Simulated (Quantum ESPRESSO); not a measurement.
# BaZrO3 (Pm-3m): how pressure shifts the optical phonon

Aim: the Grüneisen parameter and the pressure coefficient of an optical mode of BaZrO3 (Pm-3m).

Method: DFT LDA, scalar-relativistic, plane waves, PseudoDojo norm-conserving pseudopotentials, in Quantum ESPRESSO 7.5.

**1. The relaxed structure**

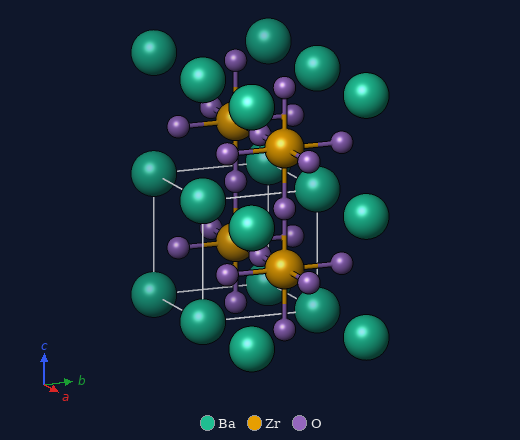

The cell as given, slightly off an axis (barium teal, zirconium orange, oxygen purple). 2×1×2 cells are drawn. Some periodic images of atoms are drawn too.

Structure file:

```cif
data_structure
_symmetry_space_group_name_H-M 'Pm-3m'
_symmetry_Int_Tables_number 221
_cell_length_a 4.1497
_cell_length_b 4.1497
_cell_length_c 4.1497
_cell_angle_alpha 90.000
_cell_angle_beta 90.000
_cell_angle_gamma 90.000
_cell_volume 71.46
loop_
_atom_site_label
_atom_site_type_symbol
_atom_site_symmetry_multiplicity
_atom_site_Wyckoff_symbol
_atom_site_fract_x
_atom_site_fract_y
_atom_site_fract_z
_atom_site_occupancy
Ba1 Ba 1 a 0.00000 0.00000 0.00000 1
Zr1 Zr 1 b 0.50000 0.50000 0.50000 1
O1 O 3 c 0.00000 0.50000 0.50000 1
```

This is the cell after its relaxation at this level of theory, not the database cell from which that began.

**2. Runs at several volumes**

The relaxed cell is scaled uniformly; in this structure symmetry fixes all atoms, so nothing has to be relaxed anew. Each volume gets a ground state and a response at Γ. The mode followed is the highest one without the macroscopic field, of symmetry T1u; longitudinal polar modes lie higher. Cutoff 92 Ry, k mesh 6×6×6.

From the response at V/V₀ = 0.94:

Log:

```text
[banners, grids, parts of the stress and lines that vanish by symmetry left out]
Program PHONON v.7.5
     Reading xml data from directory:

[...]
Exchange-correlation= PW
                           (   1   4   0   0   0   0   0)
[...]
kinetic-energy cut-off    =      92.0000  Ry
     charge density cut-off    =     368.0000  Ry
     convergence threshold     =      1.0E-18
[...]
Exchange-correlation= PW
                           (   1   4   0   0   0   0   0)
[...]
q = (   0.0000000   0.0000000   0.0000000 )
     49 Sym.Ops. (with q -> -q+G )
     G cutoff =  550.0405  (  54339 G-vectors)     FFT grid: ( 48, 48, 48)
     number of k points=    20
[...]
Mode symmetry, O_h (m-3m)  point group:
[...]
Dielectric constant
[...]
End of electric fields calculation
          Dielectric constant in cartesian axis
          (       4.914264878       0.000000000       0.000000000 )
          (       0.000000000       4.914264878       0.000000000 )
          (       0.000000000       0.000000000       4.914264878 )
          Effective charges (d Force / dE) in cartesian axis without acoustic sum rule applied (asr)
           atom    1  Ba    Mean Z*:        2.76635
      Ex  (        2.76635        0.00000        0.00000 )
      Ey  (        0.00000        2.76635        0.00000 )
      Ez  (        0.00000        0.00000        2.76635 )
           atom    2  Zr    Mean Z*:        6.13243
      Ex  (        6.13243        0.00000        0.00000 )
      Ey  (        0.00000        6.13243        0.00000 )
      Ez  (        0.00000        0.00000        6.13243 )
           atom    3  O     Mean Z*:       -2.96962
      Ex  (       -4.78625        0.00000        0.00000 )
      Ey  (        0.00000       -2.06130        0.00000 )
      Ez  (        0.00000        0.00000       -2.06130 )
           atom    4  O     Mean Z*:       -2.96962
      Ex  (       -2.06130        0.00000        0.00000 )
      Ey  (        0.00000       -4.78625        0.00000 )
      Ez  (        0.00000        0.00000       -2.06130 )
           atom    5  O     Mean Z*:       -2.96962
      Ex  (       -2.06130        0.00000        0.00000 )
      Ey  (        0.00000       -2.06130        0.00000 )
      Ez  (        0.00000        0.00000       -4.78625 )
          Effective charges Sum: Mean:       -0.01008
[...]
Effective charges (d Force / dE) in cartesian axis with asr applied:
           atom    1  Ba    Mean Z*:        2.76837
[...]
atom    2  Zr    Mean Z*:        6.13444
[...]
atom    3  O     Mean Z*:       -2.96760
[...]
atom    4  O     Mean Z*:       -2.96760
[...]
Dielectric constant in cartesian axis
          (       4.914264878       0.000000000       0.000000000 )
          (       0.000000000       4.914264878       0.000000000 )
          (       0.000000000       0.000000000       4.914264878 )
          Effective charges (d Force / dE) in cartesian axis without acoustic sum rule applied (asr)
           atom    1  Ba    Mean Z*:        2.76635
      Ex  (        2.76635        0.00000        0.00000 )
      Ey  (        0.00000        2.76635        0.00000 )
      Ez  (        0.00000        0.00000        2.76635 )
           atom    2  Zr    Mean Z*:        6.13243
      Ex  (        6.13243        0.00000        0.00000 )
      Ey  (        0.00000        6.13243        0.00000 )
      Ez  (        0.00000        0.00000        6.13243 )
           atom    3  O     Mean Z*:       -2.96962
      Ex  (       -4.78625        0.00000        0.00000 )
      Ey  (        0.00000       -2.06130        0.00000 )
      Ez  (        0.00000        0.00000       -2.06130 )
           atom    4  O     Mean Z*:       -2.96962
      Ex  (       -2.06130        0.00000        0.00000 )
      Ey  (        0.00000       -4.78625        0.00000 )
      Ez  (        0.00000        0.00000       -2.06130 )
           atom    5  O     Mean Z*:       -2.96962
      Ex  (       -2.06130        0.00000        0.00000 )
      Ey  (        0.00000       -2.06130        0.00000 )
      Ez  (        0.00000        0.00000       -4.78625 )
          Effective charges Sum: Mean:       -0.01008
[...]
Effective charges (d Force / dE) in cartesian axis with asr applied:
           atom    1  Ba    Mean Z*:        2.76837
[...]
atom    2  Zr    Mean Z*:        6.13444
[...]
atom    3  O     Mean Z*:       -2.96760
[...]
atom    4  O     Mean Z*:       -2.96760
[...]
atom    5  O     Mean Z*:       -2.96760
[...]
q = (    0.000000000   0.000000000   0.000000000 )
[...]
freq (    1) =      -0.044095 [THz] =      -1.470857 [cm-1]
     freq (    2) =      -0.044095 [THz] =      -1.470857 [cm-1]
     freq (    3) =      -0.044095 [THz] =      -1.470857 [cm-1]
     freq (    4) =       3.605797 [THz] =     120.276457 [cm-1]
     freq (    5) =       3.605797 [THz] =     120.276457 [cm-1]
     freq (    6) =       3.605797 [THz] =     120.276457 [cm-1]
     freq (    7) =       4.484059 [THz] =     149.572095 [cm-1]
     freq (    8) =       4.484059 [THz] =     149.572095 [cm-1]
     freq (    9) =       4.484059 [THz] =     149.572095 [cm-1]
     freq (   10) =       5.491984 [THz] =     183.192852 [cm-1]
     freq (   11) =       5.491984 [THz] =     183.192852 [cm-1]
     freq (   12) =       5.491984 [THz] =     183.192852 [cm-1]
     freq (   13) =      18.339876 [THz] =     611.752422 [cm-1]
     freq (   14) =      18.339876 [THz] =     611.752422 [cm-1]
     freq (   15) =      18.339876 [THz] =     611.752422 [cm-1]
[...]
Mode symmetry, O_h (m-3m)  point group:
     freq (   1-   3) =         -1.5  [cm-1]   --> T_1u G_15  G_4- I
     freq (   4-   6) =        120.3  [cm-1]   --> T_1u G_15  G_4- I
     freq (   7-   9) =        149.6  [cm-1]   --> T_2u G_25  G_5-
     freq (  10-  12) =        183.2  [cm-1]   --> T_1u G_15  G_4- I
     freq (  13-  15) =        611.8  [cm-1]   --> T_1u G_15  G_4- I

   JOB DONE.
```

One volume, V/V₀ = 1.03, is held back as a test.

| V/V₀ | volume (Å³/atom) | pressure (GPa) | ω (cm⁻¹) |
| --- | --- | --- | --- |
| 0.94 | 13.434 | 12.40 | 611.75 |
| 0.97 | 13.862 | 5.70 | 566.73 |
| 1 | 14.291 | 0.00 | 524.49 |
| 1.03 | 14.720 | -4.84 | held back |
| 1.06 | 15.149 | -8.96 | 450.52 |

**3. The fit**

The mode Grüneisen parameter is γ = −d ln ω / d ln V.

| ln(V/V₀) | ln ω |
| --- | --- |
| -0.0619 | 6.4163 |
| -0.0305 | 6.3399 |
| 0.0000 | 6.2624 |
| 0.0583 | 6.1104 |

A straight line through these points has the slope -2.552, so γ = 2.55; at V/V₀ = 1.03 it predicts ω = exp(6.2605 − 0.0754) = 485.45 cm⁻¹.

A parabola of pressure against ln V through V/V₀ = 0.97, 1 and 1.03 gives the bulk modulus B = −dP/d ln V = 175 GPa at V₀. With ω₀ from the fitted line the pressure coefficient follows as dω/dP = γ ω₀ / B = 2.55 × 523.5 / 175 = 7.62 cm⁻¹/GPa.

**4. The run that was held back**

Log:

```text
[banners, grids, parts of the stress and lines that vanish by symmetry left out]
[banner, memory and clock lines left out]
Program PHONON v.7.5

[...]
Exchange-correlation= PW
                           (   1   4   0   0   0   0   0)
[...]
kinetic-energy cut-off    =      92.0000  Ry
     charge density cut-off    =     368.0000  Ry
     convergence threshold     =      1.0E-18
[...]
Exchange-correlation= PW
                           (   1   4   0   0   0   0   0)
[...]
q = (   0.0000000   0.0000000   0.0000000 )
     49 Sym.Ops. (with q -> -q+G )
     G cutoff =  584.6118  (  59085 G-vectors)     FFT grid: ( 50, 50, 50)
     number of k points=    20
[...]
Mode symmetry, O_h (m-3m)  point group:
[...]
Dielectric constant
[...]
End of electric fields calculation
          Dielectric constant in cartesian axis
          (       4.902337758       0.000000000       0.000000000 )
          (       0.000000000       4.902337758       0.000000000 )
          (       0.000000000       0.000000000       4.902337758 )
          Effective charges (d Force / dE) in cartesian axis without acoustic sum rule applied (asr)
           atom    1  Ba    Mean Z*:        2.72168
      Ex  (        2.72168        0.00000        0.00000 )
      Ey  (        0.00000        2.72168        0.00000 )
      Ez  (        0.00000        0.00000        2.72168 )
           atom    2  Zr    Mean Z*:        6.11117
      Ex  (        6.11117        0.00000        0.00000 )
      Ey  (        0.00000        6.11117        0.00000 )
      Ez  (        0.00000        0.00000        6.11117 )
[...]
Ey  (        0.00000       -2.01194        0.00000 )
      Ez  (        0.00000        0.00000       -4.81848 )
          Effective charges Sum: Mean:       -0.00950
[...]
Effective charges (d Force / dE) in cartesian axis with asr applied:
           atom    1  Ba    Mean Z*:        2.72358
[...]
atom    2  Zr    Mean Z*:        6.11307
[...]
atom    3  O     Mean Z*:       -2.94555
[...]
atom    4  O     Mean Z*:       -2.94555
[...]
atom    5  O     Mean Z*:       -2.94555
[...]
q = (    0.000000000   0.000000000   0.000000000 )
[...]
freq (    1) =      -0.053234 [THz] =      -1.775687 [cm-1]
     freq (    2) =      -0.053234 [THz] =      -1.775687 [cm-1]
     freq (    3) =      -0.053234 [THz] =      -1.775687 [cm-1]
     freq (    4) =       2.497354 [THz] =      83.302754 [cm-1]
     freq (    5) =       2.497354 [THz] =      83.302754 [cm-1]
     freq (    6) =       2.497354 [THz] =      83.302754 [cm-1]
     freq (    7) =       5.378918 [THz] =     179.421379 [cm-1]
     freq (    8) =       5.378918 [THz] =     179.421379 [cm-1]
     freq (    9) =       5.378918 [THz] =     179.421379 [cm-1]
     freq (   10) =       5.693525 [THz] =     189.915564 [cm-1]
     freq (   11) =       5.693525 [THz] =     189.915564 [cm-1]
     freq (   12) =       5.693525 [THz] =     189.915564 [cm-1]
     freq (   13) =      14.554811 [THz] =     485.496220 [cm-1]
     freq (   14) =      14.554811 [THz] =     485.496220 [cm-1]
     freq (   15) =      14.554811 [THz] =     485.496220 [cm-1]
[...]
Mode symmetry, O_h (m-3m)  point group:
     freq (   1-   3) =         -1.8  [cm-1]   --> T_1u G_15  G_4- I
     freq (   4-   6) =         83.3  [cm-1]   --> T_1u G_15  G_4- I
     freq (   7-   9) =        179.4  [cm-1]   --> T_2u G_25  G_5-
     freq (  10-  12) =        189.9  [cm-1]   --> T_1u G_15  G_4- I
     freq (  13-  15) =        485.5  [cm-1]   --> T_1u G_15  G_4- I
```

It gives 485.50 cm⁻¹ against the predicted 485.45 cm⁻¹, a miss of 0.05 cm⁻¹.

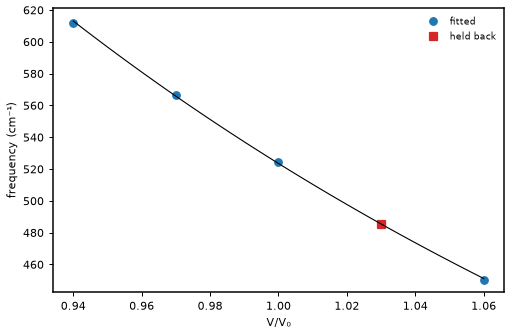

Frequency against volume, with the power-law fit.

**5. Outcome**

| Property | Result |
| --- | --- |
| mode Grüneisen parameter | 2.552 |
| bulk modulus | 175 GPa |
| pressure coefficient | 7.62 cm⁻¹/GPa |

**Reading.** The highest optical mode of BaZrO3 (Pm-3m) without the LO-TO term stiffens by 7.62 cm⁻¹ a GPa near the relaxed volume, with γ = 2.55. The power law meets all 5 runs within 0.22 %; between neighbouring volumes γ runs from 2.43 to 2.60. Such a coefficient turns a measured shift of this mode into a hydrostatic stress; uniaxial or biaxial stress splits the mode and needs deformation potentials. These are harmonic values at zero temperature for the structure held cubic, which a run at Γ can't show to be stable; the bulk modulus rests on three points.

[Host names and launcher messages were left out of these logs when they were recorded.]

[Logs are printed without paths, hosts, clocks, repeated set-up lines and the standing remarks that a program may print on its own settings, such as how far it seeks lower states.]

[Hosts, paths, dates, database ids (printed as entryN), source tags and the programs' standing remarks are cut or masked in the printed files.]
